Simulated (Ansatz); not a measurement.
H28OSi16 (Si18H28 off disc)

Input

```
crystal:
  periodic: [false, false, false]
  atoms:
    - {symbol: Si, position_ang: [-3.776824, 1.453013, -0.216310]}
    - {symbol: Si, position_ang: [-0.827059, -3.356457, 2.050322]}
    - {symbol: Si, position_ang: [1.665448, -2.887627, -0.521467]}
    - {symbol: O, position_ang: [-1.552646, -1.149342, -0.588789]}
    - {symbol: Si, position_ang: [-0.905547, 2.219003, 2.449598]}
    - {symbol: Si, position_ang: [0.840785, 0.867285, 1.601643]}
    - {symbol: Si, position_ang: [2.008185, 1.937687, -0.149645]}
    - {symbol: Si, position_ang: [-1.147863, 4.315331, -0.707600]}
    - {symbol: Si, position_ang: [4.539561, -1.119971, -0.184827]}
    - {symbol: Si, position_ang: [-2.117740, -1.669760, 1.046251]}
    - {symbol: Si, position_ang: [-2.756336, -0.205554, -1.533770]}
    - {symbol: Si, position_ang: [-2.397879, 3.047642, 0.832391]}
    - {symbol: Si, position_ang: [0.068346, -1.446136, -1.475431]}
    - {symbol: Si, position_ang: [0.187635, -4.532113, 0.285108]}
    - {symbol: Si, position_ang: [2.936261, -2.068787, 1.291465]}
    - {symbol: Si, position_ang: [0.575563, 3.036448, -1.674787]}
    - {symbol: Si, position_ang: [3.526002, 0.622292, -1.409057]}
    - {symbol: H, position_ang: [-4.627780, 2.134716, -1.264679]}
    - {symbol: H, position_ang: [-4.707261, 0.771302, 0.752538]}
    - {symbol: H, position_ang: [-1.900396, -4.094790, 2.816150]}
    - {symbol: H, position_ang: [0.138365, -2.715092, 3.003882]}
    - {symbol: H, position_ang: [2.125015, -3.370624, -1.895608]}
    - {symbol: H, position_ang: [-1.669629, 1.500094, 3.535985]}
    - {symbol: H, position_ang: [-0.296310, 3.456461, 3.065372]}
    - {symbol: H, position_ang: [0.212217, -0.427345, 1.145711]}
    - {symbol: H, position_ang: [1.740423, 0.583762, 2.769227]}
    - {symbol: H, position_ang: [2.753962, 3.051372, 0.551968]}
    - {symbol: H, position_ang: [-2.057098, 4.897376, -1.762543]}
    - {symbol: H, position_ang: [-0.551763, 5.452853, 0.084245]}
    - {symbol: H, position_ang: [5.220228, -1.960473, -1.249576]}
    - {symbol: H, position_ang: [5.661736, -0.436550, 0.570186]}
    - {symbol: H, position_ang: [-3.492069, -2.165992, 0.671780]}
    - {symbol: H, position_ang: [-2.303619, -0.375587, 1.788679]}
    - {symbol: H, position_ang: [-3.711125, -1.239082, -2.058971]}
    - {symbol: H, position_ang: [-1.945766, 0.367660, -2.654762]}
    - {symbol: H, position_ang: [-3.413199, 3.947920, 1.501842]}
    - {symbol: H, position_ang: [-0.524242, -1.953223, -2.769707]}
    - {symbol: H, position_ang: [0.429543, -0.006596, -1.702172]}
    - {symbol: H, position_ang: [-0.929685, -4.986488, -0.626214]}
    - {symbol: H, position_ang: [0.879869, -5.749178, 0.841137]}
    - {symbol: H, position_ang: [3.626271, -3.451587, 1.355741]}
    - {symbol: H, position_ang: [-0.079570, 2.044076, -2.605122]}
    - {symbol: H, position_ang: [1.415176, 3.951713, -2.533735]}
    - {symbol: H, position_ang: [2.715128, 0.066322, -2.561901]}
    - {symbol: H, position_ang: [4.467990, 1.632527, -2.025249]}
basis:
  gaussian: {orbitals: def2-TZVP, fitting: {mean_field: def2-universal-jkfit}, initial_orbitals: start.molden}
hamiltonian: {xc: pbe0, dispersion: d4}
scf: {omitted_lower_state_checks: [starts]}
output: {forces: true, orbitals: {seedname: orbitals}}
```

Run with:

```sh
ansatz run in.yaml --threads 2 --pin off --events-out ev --progress --plain --max-ram 32768MiB --backend cuda --devices 0, --max-vram 18GiB
```

Geometry: PBE-D4/def2-SVP; not at a stationary point (largest force 0.7 eV/Å).

Level of theory: RKS PBE0-D4/def2-TZVP in Ansatz.

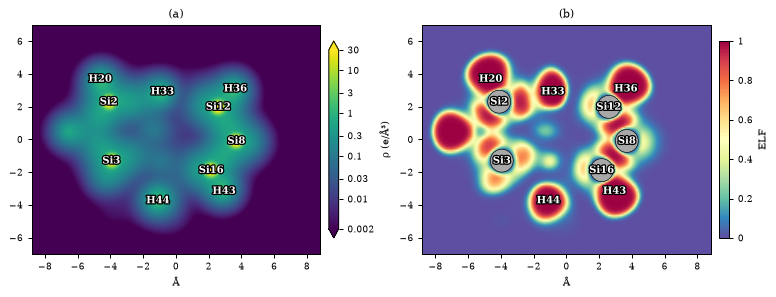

Figure 1. (a) total electron density; (b) ELF on the plane of atoms Si12, Si8 and Si16. Grey discs cover the atomic cores in the ELF map.

Describe what can be read from this map.

Answer. The section cuts through Si and H sites.
Si–Si (2.35 Å): ρ at the midpoint is about 0.6 e/Å³; the ELF peaks at about 1 between the atoms (a shared electron pair).
Si–H (1.51 Å): ρ is about 0.77 e/Å³ halfway; the ELF climbs to about 1 towards the hydrogen, as it does in any bond to H.

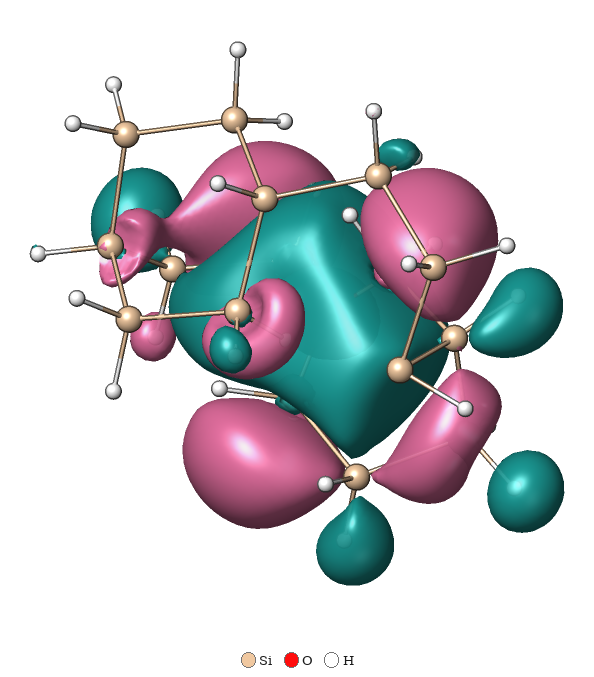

Figure 2. One frontier orbital at ±0.04 Å⁻³ᐟ² (teal and pink are the two phases), seen at an oblique angle.

Which orbital is it: HOMO or LUMO?

Answer. The LUMO, at −2.54 eV. By Hirshfeld shares it lies mainly on Si10 (about 20 %), Si11 (about 20 %), Si13 (about 15 %), O4 (about 5 %) and Si1 (about 5 %).

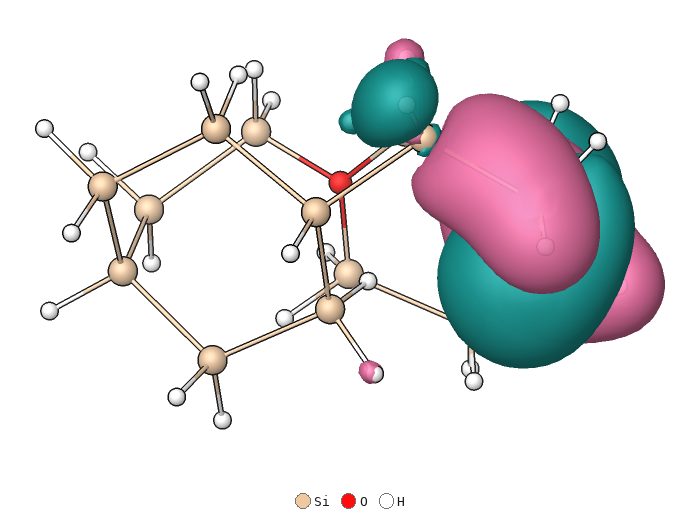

Figure 3. The HOMO−1 at ±0.05 Å⁻³ᐟ² (teal and pink are the two phases), seen from one side.

Where does this orbital lie, and at what energy?

Answer. Its weight (Hirshfeld) is mainly on Si15 (about 25 %), Si9 (about 25 %), Si3 (about 15 %), Si14 (about 10 %) and Si17 (about 5 %). Its energy is −6.64 eV.
